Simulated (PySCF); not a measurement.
**C4H5ClO2: density, localisation and related maps**

```xyz
12

O     2.6993    0.2121    0.4959
C     1.6431    0.6454    0.1459
C     0.5780   -0.1713   -0.5579
O    -0.4174    0.6265   -1.1950
C    -1.4390    0.2096   -0.2868
C    -0.4805   -0.7705    0.3911
Cl   -0.2053   -0.5208    2.1235
H     1.3379    1.6939    0.3115
H     1.0454   -0.8896   -1.2400
H    -1.7777    1.0303    0.3501
H    -2.2903   -0.2392   -0.8033
H    -0.6923   -1.8272    0.2392
```

Geometry: GFN2-xTB.

All numbers below come from PBE0/pcSseg-1, SCF density, gas phase, non-relativistic (PySCF).

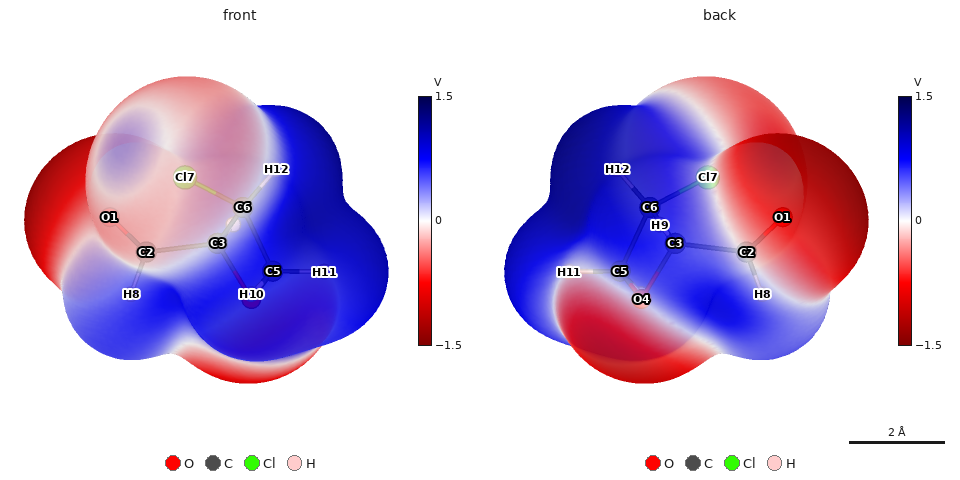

Figure 1. The electrostatic potential painted on the density surface at 0.001 e/bohr³, seen from the front and from behind; the colour scale runs from red (negative) to blue (positive).

Q: Where is the surface potential most negative and most positive?

A: The most negative region (about −1.4 V) lies over O1, the most positive (about +1.3 V) over H12. Cl7 shows a σ-hole: about +0.2 V at the tip opposite its bond, against about −0.2 V on its flanks. O1 is the likeliest acceptor of a hydrogen bond.

Q: What dipole moment does the calculation give?

A: Its dipole moment is 3.08 D.

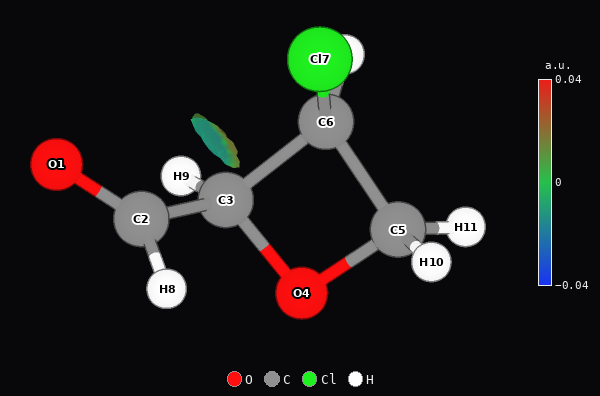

Figure 2. Non-covalent interaction (NCI) plot: the surface where the reduced density gradient is 0.4, for densities under 0.05 a.u., coloured by sign(λ₂)ρ; seen at a tilt.

Q: What holds or crowds the atoms apart from the covalent bonds?

A: Between C2 and C3 on one side and Cl7 on the other: a weak contact, attractive (blue-green) on one side and crowded (olive to red) on the other.

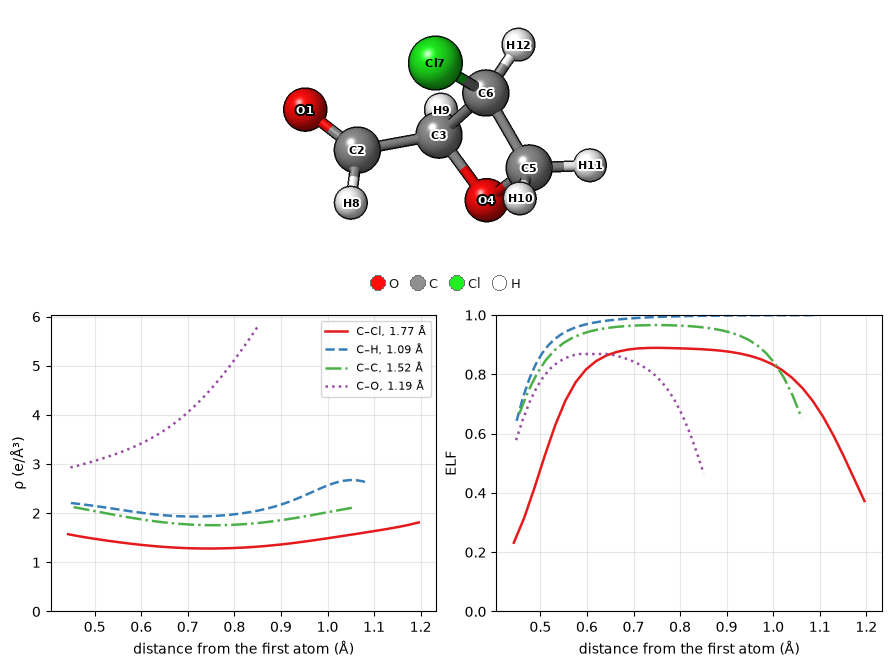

Figure 3. Total electron density and ELF along straight lines between neighbouring atoms. The curves leave out the atomic cores. The structure is drawn too.

Q: What can be read from the curves?

A: C–Cl (1.77 Å): the density is about 1.3 e/Å³ at the midpoint; the ELF peaks at about 0.90 between the atoms (a shared electron pair).
C–H (1.09 Å): ρ is about 2.1 e/Å³ halfway; the ELF climbs to about 1 towards the hydrogen, as it does in any bond to H (an ordinary covalent bond to hydrogen).
C–C (1.52 Å): ρ is about 1.8 e/Å³ halfway; the ELF peaks at about 0.95 between the atoms, as expected for a shared electron pair.
C–O (1.19 Å): the density is about 3.4 e/Å³ at the midpoint; the ELF peaks at about 0.85 between the atoms; a multiple bond.
